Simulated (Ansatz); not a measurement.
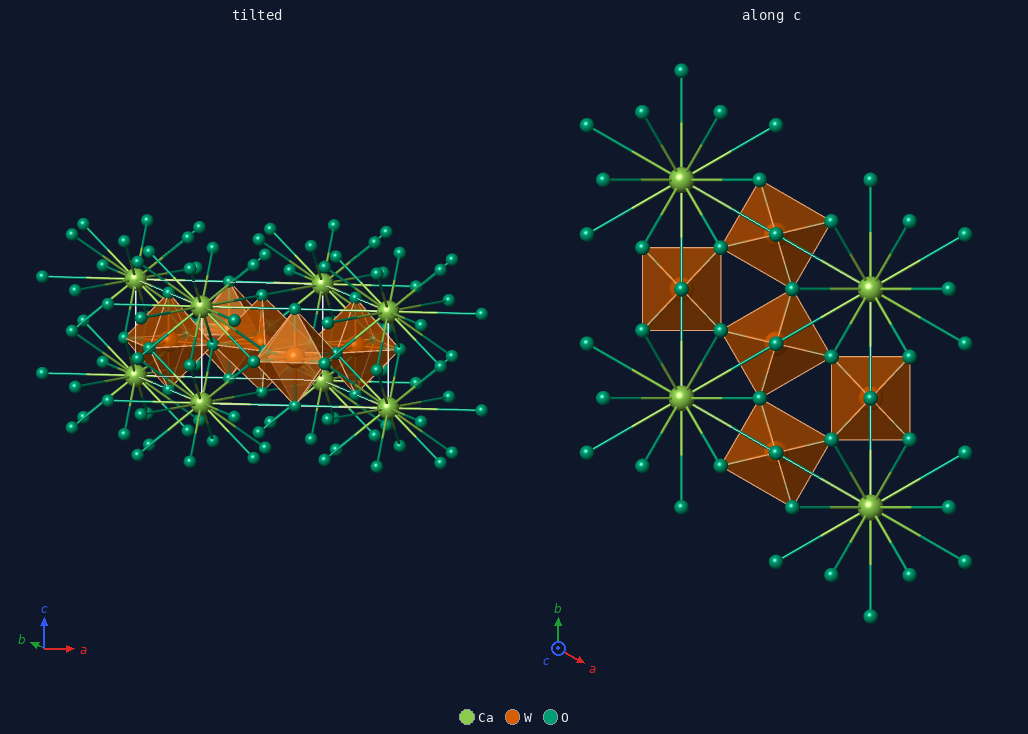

The figure gives a polyhedral picture of the atoms, viewed slightly off an axis and along the c axis. Lines trace the edges of the conventional unit cell. Some atoms of the next cells are drawn as well.

CaW$_{3}$O$_{9}$, space group P6/mmm (No. 191), a = 7.424 Å, b = 7.424 Å, c = 3.826 Å, α = 90.00°, β = 90.00°, γ = 120.00°. The starting point was a structure type filled with these elements by a generator (whether the compound takes this form wasn't checked). Earlier steps of the study may have refined or changed the cell and positions. It went into a calculation with Ansatz.

This one geometry was computed with Ansatz (DFT, plane waves, PAW) at three levels of theory: PBE+U (U_eff = 6.20 eV on W d), PBE and r2SCAN.

Which level gives the highest pressure at this volume, and what does that say about its equilibrium volume?

Answer. Highest: PBE+U (U_eff = 6.20 eV on W d) (1.2 GPa), which points to the largest equilibrium volume. Lowest, with the smallest volume: r2SCAN (-4.9 GPa). Levels within 0.5 GPa of each other can't be told apart.

How does the band gap change with the level of theory?

Answer. All levels give a metal.

Collect the results in a table.

Answer.
| level | cutoff (eV) | k-mesh of the run's cell | gap (eV) | pressure (GPa) |
| --- | --- | --- | --- | --- |
| PBE+U (U_eff = 6.20 eV on W d) | 420 | 6×6×10 | metal | 1.2 |
| PBE | 420 | 6×6×10 | metal | 0.0 |
| r2SCAN | 500 | 6×6×10 | metal | -4.9 |

Gaps are taken on the k-mesh or band path of each run.
